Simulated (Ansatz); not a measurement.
GeBNH4ClF: geometry relaxation (part 2 of 2)

Continued. System: GeBNH4ClF, SMILES FB(Cl)[NH][GeH3]. Method: RKS PBE-D4/def2-SVP (Ansatz 0.2.0). It belongs to a series of runs on one base structure; here: end point A relaxed.

Geometry of the input (Å):
```
F  -1.6665  0.8698  1.0340
B  -0.4425  0.3196  1.3560
Cl -0.2276  -0.4415  3.0010
N  0.8092  0.4385  0.3905
Ge 0.2727  -0.4953  -1.1818
H  0.8381  1.4520  0.1409
H  -0.9739  0.1482  -1.7811
H  0.0385  -1.9607  -0.8376
H  1.4404  -0.3768  -2.1390
```

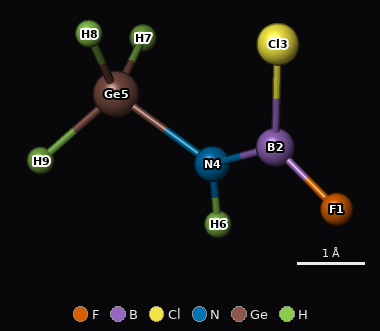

**Figure 1.** The geometry at step 17 of the log (ball-and-stick view, seen at a tilt; atoms are numbered from 1 in the order of the input).

Trajectory as extended XYZ, continued
```
9
Properties=species:S:1:pos:R:3:forces:R:3 step=7 energy=-73959.13236
F    -1.2270    1.4874    1.7213   -0.1792   0.2400   0.2811
B    -0.4264    0.4740    1.3958    0.4769  -0.7024   0.6576
Cl   -0.3932   -0.9513    2.5382   -0.1539   0.6074  -0.7577
N     0.4462    0.5721    0.2819   -0.2948   0.1291  -0.0227
Ge    0.3415   -0.5922   -1.1796    0.1131  -0.1014  -0.1751
H     0.4404    1.5404   -0.0738   -0.0185  -0.0544   0.0017
H    -0.9016   -0.1436   -2.0005    0.0360  -0.0873  -0.0673
H     0.1791   -2.0419   -0.6842    0.0277   0.0072   0.0849
H     1.6295   -0.3912   -2.0162   -0.0072  -0.0383  -0.0027
9
Properties=species:S:1:pos:R:3:forces:R:3 step=8 energy=-73959.25359
F    -1.1266    1.5626    1.8736    0.3822  -0.3190   0.0373
B    -0.4072    0.5053    1.4347   -0.0712  -0.3305   0.2562
Cl   -0.4577   -1.0069    2.4395   -0.0525   0.6085  -0.5135
N     0.3625    0.5968    0.2449   -0.3207   0.1674   0.2415
Ge    0.3552   -0.6094   -1.1894   -0.0247  -0.0432  -0.0416
H     0.3694    1.5644   -0.1053   -0.0161  -0.0043  -0.0251
H    -0.8736   -0.2135   -2.0574    0.0409  -0.0909  -0.0556
H     0.2135   -2.0463   -0.6497    0.0400   0.0313   0.0581
H     1.6529   -0.3992   -2.0081    0.0222  -0.0193   0.0426
9
Properties=species:S:1:pos:R:3:forces:R:3 step=9 energy=-73959.34283
F    -0.9889    1.5964    2.0147    0.3461  -0.4035  -0.0416
B    -0.3947    0.5145    1.4539   -0.3002   0.0356   0.4321
Cl   -0.4723   -1.0365    2.3774   -0.0111   0.4692  -0.3843
N     0.2461    0.6320    0.2068   -0.0395  -0.1142  -0.2239
Ge    0.3431   -0.6176   -1.1940    0.0440   0.0426   0.0216
H     0.2841    1.5916   -0.1596   -0.0892   0.0062   0.1184
H    -0.8292   -0.2738   -2.1553    0.0420  -0.0542  -0.0263
H     0.2045   -2.0480   -0.6410    0.0099   0.0288   0.0946
H     1.6957   -0.4048   -1.9200   -0.0020  -0.0106   0.0094
9
Properties=species:S:1:pos:R:3:forces:R:3 step=10 energy=-73959.38767
F    -0.8449    1.6157    2.1448    0.3309  -0.8115  -0.5115
B    -0.4148    0.5152    1.4548    0.1556   0.4856   0.1598
Cl   -0.5166   -1.0727    2.2925   -0.0760   0.3786  -0.2460
N     0.1539    0.6511    0.1581   -0.3111   0.0057   0.4640
Ge    0.3533   -0.6190   -1.2034   -0.1359  -0.0533   0.0267
H     0.2162    1.6145   -0.1906   -0.0730   0.0385   0.1213
H    -0.7912   -0.3303   -2.2158    0.0610  -0.0833  -0.0383
H     0.2091   -2.0141   -0.5602    0.0446   0.0427  -0.0336
H     1.7235   -0.4066   -1.8971    0.0039  -0.0030   0.0577
9
Properties=species:S:1:pos:R:3:forces:R:3 step=12 energy=-73959.42899
F    -0.7547    1.6030    2.1769    0.1186  -0.1606  -0.1582
B    -0.3914    0.5260    1.4518    0.0715  -0.0183   0.0286
Cl   -0.5444   -1.0709    2.2528   -0.0141   0.1851  -0.1509
N     0.1058    0.6711    0.1363   -0.1929  -0.0218   0.2908
Ge    0.3384   -0.6291   -1.1991   -0.0085   0.1959   0.0119
H     0.1658    1.6482   -0.1788   -0.0097  -0.1189  -0.0263
H    -0.7694   -0.3771   -2.2548    0.0059  -0.0502  -0.0477
H     0.2087   -2.0239   -0.5630    0.0169   0.0196   0.0503
H     1.7296   -0.3934   -1.8393    0.0124  -0.0308   0.0014
9
Properties=species:S:1:pos:R:3:forces:R:3 step=13 energy=-73959.44485
F    -0.6572    1.6136    2.1964    0.0343  -0.1202  -0.0080
B    -0.3889    0.5212    1.4576    0.0099  -0.0184   0.0483
Cl   -0.6089   -1.0745    2.2337   -0.0066   0.1384  -0.0725
N     0.0560    0.6648    0.1297   -0.0436   0.0292   0.0145
Ge    0.3339   -0.6210   -1.2071   -0.0250   0.0799   0.0525
H     0.1467    1.6445   -0.1672    0.0003  -0.0891  -0.0366
H    -0.7623   -0.4274   -2.2878    0.0094  -0.0164  -0.0112
H     0.2393   -2.0068   -0.5442    0.0129   0.0015   0.0127
H     1.7296   -0.3607   -1.8282    0.0084  -0.0048   0.0003
9
Properties=species:S:1:pos:R:3:forces:R:3 step=14 energy=-73959.45113
F    -0.5790    1.6004    2.2301    0.0007  -0.0016   0.0123
B    -0.3904    0.5211    1.4533    0.0009  -0.0107   0.0168
Cl   -0.6928   -1.0748    2.1904    0.0021   0.0345  -0.0310
N     0.0301    0.6745    0.1195   -0.0323  -0.1226   0.0428
Ge    0.3309   -0.6164   -1.2031   -0.0151   0.0041   0.0050
H     0.1556    1.6463   -0.1740    0.0272   0.1035  -0.0427
H    -0.7716   -0.4822   -2.2866    0.0032  -0.0084   0.0046
H     0.2894   -1.9915   -0.5128    0.0084  -0.0057  -0.0065
H     1.7161   -0.3235   -1.8339    0.0049   0.0069  -0.0013
9
Properties=species:S:1:pos:R:3:forces:R:3 step=15 energy=-73959.45514
F    -0.5536    1.5971    2.2440   -0.0010   0.0019   0.0175
B    -0.4047    0.5255    1.4492    0.0163   0.0051  -0.0683
Cl   -0.7970   -1.0696    2.1406   -0.0132   0.0078   0.0059
N     0.0448    0.6775    0.1238   -0.0145  -0.0324   0.0434
Ge    0.3310   -0.6190   -1.1972   -0.0021   0.0180   0.0163
H     0.2291    1.6449   -0.1606    0.0087   0.0162   0.0027
H    -0.8141   -0.5440   -2.2395   -0.0174  -0.0101  -0.0036
H     0.3758   -1.9889   -0.4975    0.0111  -0.0113  -0.0023
H     1.6772   -0.2697   -1.8800    0.0120   0.0048  -0.0117
9
Properties=species:S:1:pos:R:3:forces:R:3 step=16 energy=-73959.45731
F    -0.5192    1.5933    2.2583    0.0045  -0.0772  -0.0448
B    -0.4098    0.5262    1.4471   -0.0353   0.0616   0.0270
Cl   -0.8691   -1.0627    2.1165    0.0150   0.0459  -0.0219
N     0.0427    0.6795    0.1238    0.0194  -0.0045   0.0169
Ge    0.3328   -0.6168   -1.1947   -0.0121  -0.0539  -0.0243
H     0.2569    1.6426   -0.1555    0.0069   0.0006   0.0327
H    -0.8347   -0.5847   -2.2178    0.0151  -0.0019   0.0223
H     0.4285   -1.9853   -0.4919    0.0097   0.0206  -0.0100
H     1.6603   -0.2384   -1.9028   -0.0232   0.0089   0.0020
9
Properties=species:S:1:pos:R:3:forces:R:3 step=17 energy=-73959.45870
F    -0.4718    1.5833    2.2790   -0.0328  -0.2065  -0.1316
B    -0.4299    0.5298    1.4389   -0.0459   0.0690   0.1869
Cl   -1.0151   -1.0469    2.0604    0.0836   0.2103  -0.1059
N     0.0584    0.6813    0.1291    0.0471   0.1108  -0.0378
Ge    0.3355   -0.6164   -1.1886   -0.0025  -0.1888  -0.1050
H     0.3392    1.6338   -0.1371   -0.0282  -0.1020   0.1058
H    -0.8855   -0.6641   -2.1598    0.1176  -0.0018   0.1137
H     0.5468   -1.9757   -0.4724   -0.0165   0.1322  -0.0883
H     1.6108   -0.1713   -1.9666   -0.1224  -0.0233   0.0621
9
Properties=species:S:1:pos:R:3:forces:R:3 step=19 energy=-73959.47231
F    -0.5052    1.5895    2.2685   -0.0070  -0.0597  -0.0238
B    -0.4484    0.5401    1.4315   -0.0531   0.0023   0.0575
Cl   -1.1108   -1.0154    2.0128    0.0501   0.0834  -0.0744
N     0.1079    0.6744    0.1479    0.0285  -0.0020   0.0022
Ge    0.3420   -0.6249   -1.1801   -0.0103  -0.0618  -0.0496
H     0.4394    1.6141   -0.0936    0.0094  -0.0158   0.0222
H    -0.9310   -0.7150   -2.0661    0.0354  -0.0064   0.0481
H     0.6519   -1.9822   -0.5087   -0.0096   0.0642   0.0008
H     1.5425   -0.1268   -2.0293   -0.0433  -0.0042   0.0171
9
Properties=species:S:1:pos:R:3:forces:R:3 step=20 energy=-73959.47998
F    -0.5401    1.5768    2.2636   -0.0666   0.0582   0.0353
B    -0.4900    0.5527    1.4017    0.2772  -0.0994  -0.1563
Cl   -1.2399   -0.9907    1.8984   -0.0323   0.0613  -0.0769
N     0.1820    0.6717    0.1669   -0.0772   0.2004   0.0956
Ge    0.3522   -0.6279   -1.1750   -0.0756  -0.0005   0.0313
H     0.6027    1.5911   -0.0286   -0.0968  -0.1971   0.0305
H    -1.0087   -0.8051   -1.9155    0.1568   0.0189   0.0570
H     0.7862   -1.9489   -0.4960    0.0211   0.0271  -0.0806
H     1.4440   -0.0657   -2.1325   -0.1066  -0.0689   0.0641
9
Properties=species:S:1:pos:R:3:forces:R:3 step=21 energy=-73959.47116 accepted=F
F    -0.5420    1.5752    2.2715    0.1037  -0.1051   0.0826
B    -0.4648    0.5488    1.4124   -0.3536   0.0200  -0.3358
Cl   -1.3999   -0.9417    1.8010    0.2950   0.2342  -0.0636
N     0.2248    0.6697    0.1877    0.0738   0.1716   0.1768
Ge    0.3546   -0.6343   -1.1556    0.0341  -0.0866  -0.1163
H     0.6804    1.5785    0.0040   -0.1393  -0.3354   0.0685
H    -1.0445   -0.8776   -1.8156    0.2498   0.0337   0.1497
H     0.9296   -1.9385   -0.5222   -0.1031   0.1698  -0.1275
H     1.3502   -0.0262   -2.2002   -0.1604  -0.1022   0.1657
9
Properties=species:S:1:pos:R:3:forces:R:3 step=22 energy=-73959.49094
F    -0.5259    1.5625    2.2831   -0.0197   0.0260   0.0033
B    -0.4836    0.5595    1.3953    0.0334  -0.0751  -0.0050
Cl   -1.3032   -0.9697    1.8283    0.0080   0.0455  -0.0322
N     0.1900    0.6850    0.1688   -0.0171   0.0382   0.0373
Ge    0.3533   -0.6307   -1.1562   -0.0500  -0.0083  -0.0248
H     0.6286    1.5915   -0.0220    0.0082  -0.0350  -0.0023
H    -1.0159   -0.8388   -1.8562    0.0542   0.0030   0.0183
H     0.8452   -1.9448   -0.5088    0.0152   0.0193  -0.0068
H     1.4000   -0.0606   -2.1494   -0.0323  -0.0135   0.0122
9
Properties=species:S:1:pos:R:3:forces:R:3 step=23 energy=-73959.49382
F    -0.5421    1.5665    2.2778    0.0072  -0.0102   0.0224
B    -0.4905    0.5624    1.3910   -0.0287   0.0200  -0.0077
Cl   -1.3463   -0.9529    1.7919   -0.0092   0.0036  -0.0023
N     0.2035    0.6836    0.1773    0.0465  -0.0184  -0.0307
Ge    0.3518   -0.6310   -1.1516    0.0014  -0.0070   0.0158
H     0.6897    1.5682    0.0045   -0.0162   0.0131   0.0003
H    -1.0278   -0.8693   -1.8103   -0.0064  -0.0010   0.0078
H     0.8974   -1.9313   -0.5199    0.0097  -0.0038  -0.0084
H     1.3528   -0.0426   -2.1779   -0.0042   0.0037   0.0027
9
Properties=species:S:1:pos:R:3:forces:R:3 step=24 energy=-73959.49498
F    -0.5431    1.5604    2.2837   -0.0113  -0.0355  -0.0062
B    -0.5043    0.5712    1.3792   -0.0049   0.0011   0.0149
Cl   -1.4200   -0.9262    1.7318    0.0318   0.0735  -0.0120
N     0.2267    0.6840    0.1860    0.0427   0.0132  -0.0173
Ge    0.3557   -0.6355   -1.1410    0.0245  -0.0185  -0.0476
H     0.7501    1.5524    0.0288   -0.0658  -0.0670   0.0270
H    -1.0486   -0.9122   -1.7360    0.0537   0.0037   0.0279
H     0.9749   -1.9230   -0.5382   -0.0327   0.0575  -0.0260
H     1.2970   -0.0174   -2.2115   -0.0379  -0.0281   0.0392
9
Properties=species:S:1:pos:R:3:forces:R:3 step=26 energy=-73959.49591
F    -0.5377    1.5594    2.2825   -0.0085   0.0156   0.0239
B    -0.5034    0.5696    1.3800    0.0207  -0.0027  -0.0341
Cl   -1.4258   -0.9182    1.7343   -0.0055  -0.0047   0.0032
N     0.2294    0.6783    0.1871   -0.0141   0.0007   0.0224
Ge    0.3583   -0.6356   -1.1440    0.0093   0.0106  -0.0030
H     0.7397    1.5529    0.0323    0.0001  -0.0141  -0.0093
H    -1.0429   -0.9153   -1.7350   -0.0029   0.0002   0.0000
H     0.9745   -1.9197   -0.5426    0.0023  -0.0031  -0.0004
H     1.2961   -0.0175   -2.2117   -0.0015  -0.0026  -0.0025
9
Properties=species:S:1:pos:R:3:forces:R:3 step=27 energy=-73959.49598
F    -0.5404    1.5602    2.2837    0.0042   0.0021  -0.0064
B    -0.5043    0.5707    1.3799   -0.0135  -0.0082   0.0163
Cl   -1.4313   -0.9152    1.7347    0.0059   0.0055  -0.0073
N     0.2302    0.6768    0.1887    0.0071   0.0074  -0.0024
Ge    0.3596   -0.6351   -1.1441   -0.0040  -0.0120  -0.0027
H     0.7447    1.5484    0.0327   -0.0008   0.0007   0.0012
H    -1.0432   -0.9171   -1.7310    0.0011   0.0000   0.0011
H     0.9806   -1.9189   -0.5463   -0.0002   0.0008  -0.0012
H     1.2926   -0.0160   -2.2153    0.0003   0.0038   0.0014
9
Properties=species:S:1:pos:R:3:forces:R:3 step=28 energy=-73959.49600
F    -0.5410    1.5611    2.2827   -0.0001   0.0013   0.0010
B    -0.5049    0.5710    1.3798    0.0007  -0.0013  -0.0023
Cl   -1.4332   -0.9142    1.7319   -0.0001   0.0004  -0.0003
N     0.2319    0.6762    0.1896   -0.0011  -0.0001   0.0022
Ge    0.3596   -0.6358   -1.1437   -0.0003  -0.0015  -0.0005
H     0.7469    1.5475    0.0339    0.0007   0.0009   0.0003
H    -1.0440   -0.9187   -1.7278    0.0002  -0.0003   0.0004
H     0.9832   -1.9193   -0.5479    0.0000   0.0003  -0.0004
H     1.2900   -0.0140   -2.2156    0.0000   0.0004  -0.0003
```

Summary

```json
{"quantity": "outcome", "value": "converged"}
{"quantity": "total energy", "value": "−73959.4960 eV"}
{"quantity": "mean-field energy", "value": "−73959.2810 eV"}
{"quantity": "largest force (length of the vector) at the end", "value": "0.003 eV/Å"}
{"quantity": "hardware", "value": "2 threads of Arm Neoverse V1, 24 GiB of memory available, shared host"}
{"quantity": "wall time", "value": "76 s (CPU time 2.4 min)"}
{"quantity": "peak memory", "value": "0.18 GiB"}
```
